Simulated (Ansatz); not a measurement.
# Geometry relaxation, with input and output: BNH$_{4}$TeO (part 2 of 2)

BNH$_{4}$TeO, SMILES NB(O)[TeH]; RKS LDA/def2-SVP (Ansatz 0.2.0). It belongs to a series of runs on one base structure; here: end point B relaxed.

Geometry of the input (Å):
```
N  -0.1740  1.3113  0.0016
B  0.3165  -0.0658  0.0433
O  1.7046  -0.3100  -0.2160
Te -0.9632  -1.7458  0.4752
H  0.1645  1.7594  -0.9436
H  0.3115  1.9074  0.7422
H  2.1860  -0.2550  0.6962
H  -1.3277  -1.9124  -1.2233
```

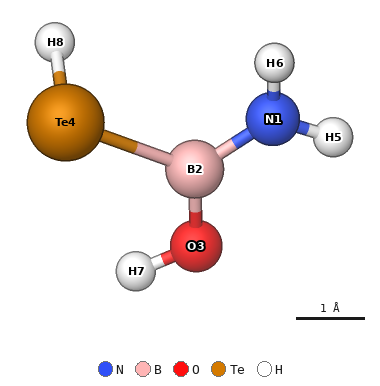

Figure 1. The geometry at step 13 of the log (ball-and-stick view, seen at a tilt; atoms are numbered from 1 in the order of the input).

Output, continued
```
relax step  26: F+E_penalty+E_count = -11525.83498930 eV  Δ(F+E_penalty+E_count) = -6.329e-5 eV  max|allowed force component| = 7.638e-3 eV/Å  Δτ_max = 0.0066 Å  (30 SCF iters, accepted)
1021 factors; their error is unknown
mean field evaluation 224: about -11525.8350 eV, gradient 7.7e-5 eV
mean field -11525.83498930 eV, -423.5666233652 hartree, gradient 1.7e-5 eV, S^2 0.000000; 1 other end points of the search recorded, 0 dependent functions left out
the calculation of the forces begins
reference -11525.83501981 eV, -423.5666244865 hartree; 24, 24 occupied and 64, 64 virtual orbitals, 1021 factors
Total energy: -11525.83501981 eV, -423.5666244865 hartree
Atom 0 at     0.014958     1.242148    -0.185857 Å, force    -0.000414    -0.000897    -0.001277 eV/Å
Atom 1 at     0.639740     0.025130     0.086819 Å, force    -0.002107    -0.004526     0.003041 eV/Å
Atom 2 at     1.996574    -0.043820     0.137612 Å, force     0.001099    -0.002861     0.001382 eV/Å
Atom 3 at    -0.565492    -1.785006     0.469908 Å, force     0.002942     0.000825    -0.001100 eV/Å
Atom 4 at     0.569526     2.071568    -0.416346 Å, force     0.003899     0.001412    -0.001123 eV/Å
Atom 5 at    -0.989444     1.396647    -0.109779 Å, force     0.000958    -0.002329     0.000496 eV/Å
Atom 6 at     2.341833    -0.953525     0.142361 Å, force    -0.003287     0.007638    -0.001401 eV/Å
Atom 7 at    -1.789444    -1.264102    -0.549158 Å, force    -0.003090     0.000738    -0.000018 eV/Å
Dipole moment:     0.012176     0.292866    -0.132577 e Å
```

Trajectory as extended XYZ (Å, eV, eV/Å), 13 of the 26 frames kept, from step=1 to step=26
```
8
Properties=species:S:1:pos:R:3:forces:R:3 step=1 energy=-11523.68785
N    -0.1740    1.3113    0.0016    0.7947   0.9408  -0.9903
B     0.3165   -0.0658    0.0433    2.5697   1.3783  -0.7482
O     1.7046   -0.3100   -0.2160   -0.9140   0.2326   2.4787
Te   -0.9632   -1.7458    0.4752   -0.8395  -0.9466  -0.5764
H     0.1645    1.7594   -0.9436   -0.4467  -0.8875   1.8549
H     0.3115    1.9074    0.7422   -0.6034  -0.6868  -0.8376
H     2.1860   -0.2550    0.6962   -0.7893  -0.2312  -2.0697
H    -1.3277   -1.9124   -1.2233    0.2284   0.2003   0.8886
8
Properties=species:S:1:pos:R:3:forces:R:3 step=3 energy=-11524.36485
N    -0.1932    1.2882   -0.1408    0.8344  -0.1644   0.2549
B     0.4013   -0.0192    0.0505   -0.4762   0.2130  -0.1672
O     1.6996   -0.2853   -0.2488    0.1019   0.3503   0.2210
Te   -0.9493   -1.7673    0.5374    0.1485   0.0585   0.5255
H     0.4094    1.7675   -0.8339    0.1180   0.1699   0.1004
H    -0.0772    1.8580    0.7311   -0.7241  -0.3675  -0.4181
H     2.2269   -0.3919    0.5690    0.0907  -0.3710  -0.3025
H    -1.2993   -1.7608   -1.0889   -0.0932   0.1112  -0.2140
8
Properties=species:S:1:pos:R:3:forces:R:3 step=5 energy=-11524.95176
N    -0.1472    1.2811   -0.2413    0.5084   0.1677   0.5545
B     0.4553    0.0165    0.0193   -0.3866   0.2373   0.0490
O     1.7659   -0.1657   -0.2592    1.0683  -0.5876   1.3653
Te   -0.8674   -1.6965    0.6486    0.0336   0.1506  -0.3655
H     0.5525    1.8791   -0.7186   -0.1513   0.1076   0.2238
H    -0.4428    1.7515    0.6463   -0.4220  -0.3780  -0.8829
H     2.2257   -0.6707    0.4881   -0.7500   0.2758  -1.5351
H    -1.3238   -1.7062   -1.0077    0.0996   0.0265   0.5910
8
Properties=species:S:1:pos:R:3:forces:R:3 step=7 energy=-11525.51844
N    -0.0730    1.3006   -0.2547    0.1994   0.4282   0.6723
B     0.5216    0.0635    0.0390   -0.1109  -0.0686  -0.0626
O     1.8406   -0.1350   -0.2070    0.4110  -0.7438   0.8638
Te   -0.8037   -1.6128    0.7096    0.0482   0.0599  -0.0707
H     0.6184    2.0121   -0.5459   -0.2549   0.0223   0.0554
H    -0.7620    1.6733    0.4287    0.1138  -0.3172  -0.7763
H     2.1841   -0.9205    0.3078   -0.4272   0.6281  -0.9024
H    -1.3077   -1.6921   -0.9020    0.0206  -0.0090   0.2204
8
Properties=species:S:1:pos:R:3:forces:R:3 step=9 energy=-11525.80571
N     0.0308    1.3547   -0.1374   -0.0941   0.0983   0.1435
B     0.5739    0.0934    0.0869    0.0194   0.0305  -0.0169
O     1.8976   -0.1348   -0.0860    0.0752  -0.0979   0.0310
Te   -0.7691   -1.5531    0.7585   -0.0090  -0.0290  -0.0090
H     0.6201    2.1576   -0.3794   -0.0033  -0.0334  -0.0701
H    -0.9405    1.5764    0.0891    0.0648  -0.0184  -0.0488
H     2.1205   -1.0746    0.0601   -0.0215   0.0765  -0.0202
H    -1.3150   -1.7305   -0.8162   -0.0315  -0.0266  -0.0096
8
Properties=species:S:1:pos:R:3:forces:R:3 step=11 energy=-11525.80998 accepted=F
N     0.0367    1.3631   -0.0978    0.0331  -0.0071   0.0419
B     0.5828    0.1009    0.1155   -0.0537  -0.0600  -0.1354
O     1.9040   -0.1311   -0.0744    0.0487   0.0230   0.0588
Te   -0.7603   -1.5692    0.7449    0.0058  -0.0037   0.0398
H     0.6156    2.1468   -0.4146   -0.0060   0.0107  -0.0109
H    -0.9459    1.5755    0.0707   -0.0069   0.0064   0.0102
H     2.1286   -1.0719    0.0511   -0.0266   0.0140  -0.0019
H    -1.3433   -1.7250   -0.8200    0.0057   0.0167  -0.0025
8
Properties=species:S:1:pos:R:3:forces:R:3 step=13 energy=-11525.81161
N     0.0372    1.3609   -0.0991    0.0233  -0.0094   0.0007
B     0.5831    0.0967    0.1036   -0.0277  -0.0076  -0.0125
O     1.9087   -0.1277   -0.0648    0.0209   0.0033   0.0124
Te   -0.7567   -1.5709    0.7446    0.0089  -0.0024  -0.0096
H     0.6138    2.1474   -0.4134   -0.0037   0.0022  -0.0055
H    -0.9458    1.5708    0.0701   -0.0124   0.0057   0.0050
H     2.1298   -1.0703    0.0518   -0.0062   0.0025   0.0000
H    -1.3518   -1.7179   -0.8172   -0.0031   0.0057   0.0094
8
Properties=species:S:1:pos:R:3:forces:R:3 step=16 energy=-11525.81462
N     0.0313    1.3386   -0.1154   -0.0163   0.0229  -0.0143
B     0.5965    0.0866    0.1091    0.0047  -0.0163   0.0165
O     1.9334   -0.1077   -0.0136   -0.0217  -0.0264  -0.0007
Te   -0.7118   -1.6151    0.7164   -0.0211   0.0037  -0.0957
H     0.6006    2.1267   -0.4407   -0.0219  -0.0128   0.0162
H    -0.9529    1.5442    0.0590    0.0392  -0.0109  -0.0166
H     2.1612   -1.0534    0.0614    0.0114   0.0256   0.0039
H    -1.4401   -1.6307   -0.8007    0.0257   0.0141   0.0907
8
Properties=species:S:1:pos:R:3:forces:R:3 step=18 energy=-11525.81948
N     0.0246    1.3064   -0.1376    0.0275   0.0238  -0.0419
B     0.6155    0.0680    0.1004   -0.0325   0.0166   0.0916
O     1.9618   -0.0870    0.0303   -0.0283  -0.0415  -0.0072
Te   -0.6636   -1.6615    0.6759   -0.0796   0.0309  -0.2283
H     0.5861    2.1110   -0.4359   -0.0392  -0.0321   0.0021
H    -0.9674    1.4895    0.0136    0.0279   0.0035  -0.0028
H     2.2114   -1.0281    0.0837    0.0387   0.0186  -0.0035
H    -1.5501   -1.5093   -0.7550    0.0856  -0.0197   0.1900
8
Properties=species:S:1:pos:R:3:forces:R:3 step=20 energy=-11525.82149 accepted=F
N     0.0078    1.2497   -0.1883   -0.0426  -0.0739   0.0277
B     0.6269    0.0282    0.0850   -0.0720  -0.2341   0.0775
O     1.9865   -0.0347    0.1306   -0.0871  -0.0702   0.0062
Te   -0.5553   -1.8375    0.4653    0.1540   0.4088  -0.0836
H     0.5961    2.0585   -0.4067   -0.0045   0.0560  -0.0176
H    -0.9917    1.4480   -0.1227    0.0957  -0.1076   0.0126
H     2.3247   -0.9482    0.1444    0.0086   0.0641  -0.0107
H    -1.7767   -1.2749   -0.5321   -0.0521  -0.0432  -0.0121
8
Properties=species:S:1:pos:R:3:forces:R:3 step=22 energy=-11525.83150
N     0.0111    1.2418   -0.1896   -0.0020  -0.0022  -0.0287
B     0.6341    0.0227    0.0767    0.1058  -0.0192   0.1531
O     1.9934   -0.0412    0.1459   -0.0390  -0.1528  -0.0686
Te   -0.5598   -1.7914    0.4836   -0.1338   0.1184  -0.1693
H     0.5747    2.0677   -0.4110   -0.0058   0.0100  -0.0065
H    -0.9917    1.4073   -0.1094    0.0207  -0.0257  -0.0035
H     2.3366   -0.9553    0.1340   -0.0493   0.1589   0.0097
H    -1.7802   -1.2625   -0.5546    0.1033  -0.0874   0.1139
8
Properties=species:S:1:pos:R:3:forces:R:3 step=24 energy=-11525.83493
N     0.0148    1.2433   -0.1848    0.0014  -0.0004  -0.0039
B     0.6397    0.0260    0.0865   -0.0075  -0.0075   0.0071
O     1.9964   -0.0451    0.1347    0.0093  -0.0119   0.0032
Te   -0.5664   -1.7828    0.4740    0.0037  -0.0030   0.0004
H     0.5689    2.0726   -0.4165    0.0079   0.0040  -0.0029
H    -0.9895    1.3984   -0.1077    0.0028  -0.0066   0.0021
H     2.3401   -0.9557    0.1426   -0.0109   0.0235  -0.0041
H    -1.7856   -1.2676   -0.5533   -0.0067   0.0019  -0.0019
8
Properties=species:S:1:pos:R:3:forces:R:3 step=26 energy=-11525.83499
N     0.0150    1.2421   -0.1859   -0.0004  -0.0009  -0.0013
B     0.6397    0.0251    0.0868   -0.0021  -0.0045   0.0030
O     1.9966   -0.0438    0.1376    0.0011  -0.0029   0.0014
Te   -0.5655   -1.7850    0.4699    0.0029   0.0008  -0.0011
H     0.5695    2.0716   -0.4163    0.0039   0.0014  -0.0011
H    -0.9894    1.3966   -0.1098    0.0010  -0.0023   0.0005
H     2.3418   -0.9535    0.1424   -0.0033   0.0076  -0.0014
H    -1.7894   -1.2641   -0.5492   -0.0031   0.0007   0.0000
```

Summary

- outcome: converged
- total energy: −11525.8350 eV
- mean-field energy: −11525.8350 eV
- largest force (length of the vector) at the end: 0.008 eV/Å
- hardware: 1 thread of Arm Neoverse V1, 24 GiB of memory available, shared host
- wall time: 58 s
- peak memory: 0.14 GiB
